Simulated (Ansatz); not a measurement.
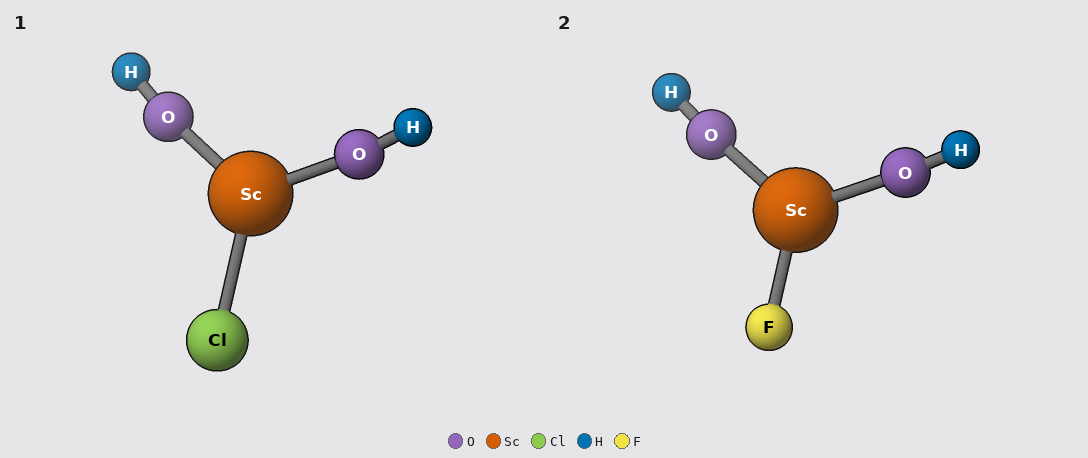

2 molecules with one skeleton, seen from the same side and at one scale. Charge 0, singlet. Computed geometries: PBE0-D4/def2-TZVP optimisations, one conformation each. Properties computed with Ansatz 0.2.0.

One atom differs, called X below: Cl in panel 1, F in panel 2. Their formulas are ClH2O2Sc (`[OH][Sc]([OH])[Cl]`), FH2O2Sc (`[OH][Sc]([OH])[F]`).

In which is the HOMO energy (Kohn–Sham orbital) higher (CAM-B3LYP-D4/def2-TZVPP)?

In panel 1 (X = Cl).

In which is the harmonic X–Sc stretching wavenumber higher (PBE0-D4/def2-TZVP)?

In panel 2 (X = F).

Give the values. With PBE0-D4/def2-TZVP: length of X–Sc (Å), mean angle O–Sc–X (°), dipole moment (D), harmonic zero-point energy (kJ/mol), harmonic X–Sc stretching wavenumber (cm⁻¹). With CAM-B3LYP-D4/def2-TZVPP: HOMO energy (Kohn–Sham orbital) (eV), HOMO–LUMO gap (eV).

```json
{"quantity": "length of X–Sc (Å)", "1 (Cl)": "2.325", "2 (F)": "1.856", "2 − 1": "−0.469"}
{"quantity": "mean angle O–Sc–X (°)", "1 (Cl)": "119.8", "2 (F)": "118.8", "2 − 1": "−1.0"}
{"quantity": "HOMO energy (Kohn–Sham orbital) (eV)", "1 (Cl)": "−9.78", "2 (F)": "−10.31", "2 − 1": "−0.53"}
{"quantity": "HOMO–LUMO gap (eV)", "1 (Cl)": "8.61", "2 (F)": "9.34", "2 − 1": "+0.73"}
{"quantity": "dipole moment (D)", "1 (Cl)": "3.72", "2 (F)": "2.63", "2 − 1": "−1.09"}
{"quantity": "harmonic zero-point energy (kJ/mol)", "1 (Cl)": "68.9", "2 (F)": "70.5", "2 − 1": "+1.6"}
{"quantity": "harmonic X–Sc stretching wavenumber (cm⁻¹)", "1 (Cl)": "405", "2 (F)": "641", "2 − 1": "+236"}
```
